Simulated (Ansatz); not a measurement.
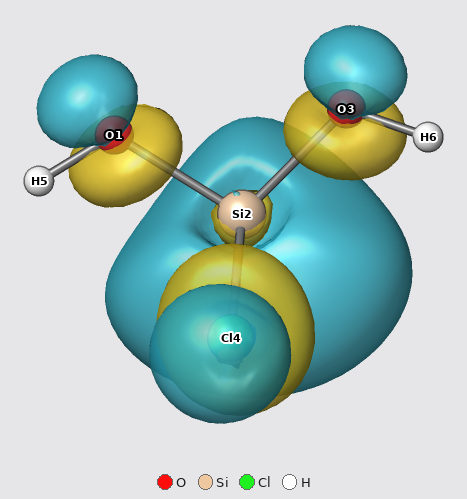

The picture shows: ClH2O2Si (SMILES O[Si](O)Cl) (doublet). The LUMO (β) at ±0.1 Å⁻³ᐟ² (yellow and cyan are the two phases), seen at a tilt.

Geometry: PBE0-D4/def2-TZVP.

Level of theory: Ansatz, UKS PBE0-D4/def2-TZVPP.

Input file:

```
crystal:
  periodic: [false, false, false]
  atoms:
    - {symbol: O, position_ang: [-0.320692, 1.391269, -0.390787]}
    - {symbol: Si, position_ang: [0.131791, -0.176792, -0.408186]}
    - {symbol: O, position_ang: [1.197482, -0.280965, 0.823635]}
    - {symbol: Cl, position_ang: [-1.498492, -1.425043, -0.089571]}
    - {symbol: H, position_ang: [-1.028831, 1.647444, -0.984605]}
    - {symbol: H, position_ang: [1.518752, -1.155903, 1.049514]}
basis:
  gaussian: {orbitals: def2-TZVPP}
magnetization: {spin_polarized: true, initial_magnetization: 1}
hamiltonian: {xc: pbe0, dispersion: d4}
output: {orbitals: {seedname: orbitals}}
```

Launched as:

```sh
ansatz run in.yaml --threads 2 --pin off --events-out ev --progress --plain --max-ram 32768MiB --backend cpu
```

> Where does this orbital lie, and at what energy?

By Hirshfeld shares it lies mainly on Si2 (about 65 %), Cl4 (about 15 %), O1 (about 10 %) and O3 (about 10 %). Its energy is −2.40 eV.
